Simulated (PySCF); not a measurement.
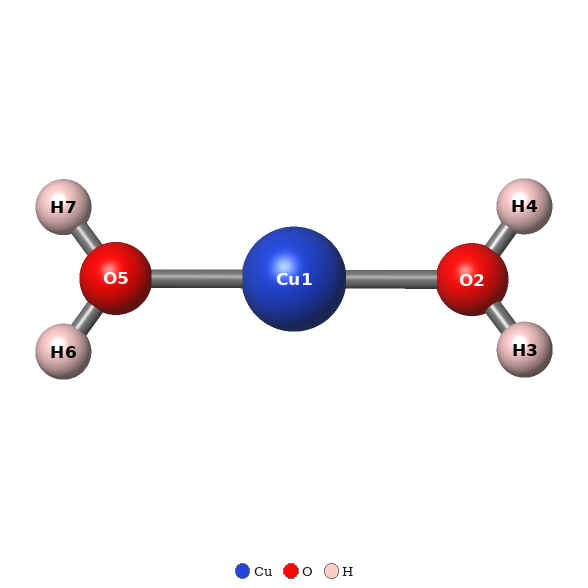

State: charge +1, singlet. The geometry was computed by an optimisation with PBE0-D3(BJ)/def2-SVP. No frequency run is at hand to confirm it as a minimum. Method: delta-SCF UKS SCAN, pcX-2 on the ionised atom (unc-x2c-TZVPall on a metal), pcseg-1 elsewhere, spin-free X2C (PySCF 2.14.0).

Give the core-electron binding energies (to vacuum; p and d levels without spin–orbit splitting) of Cu1 2p, O2 1s.

| atom | level | binding energy (eV) |
| --- | --- | --- |
| Cu1 | 2p | 950.9 |
| O2 | 1s | 546.4 |
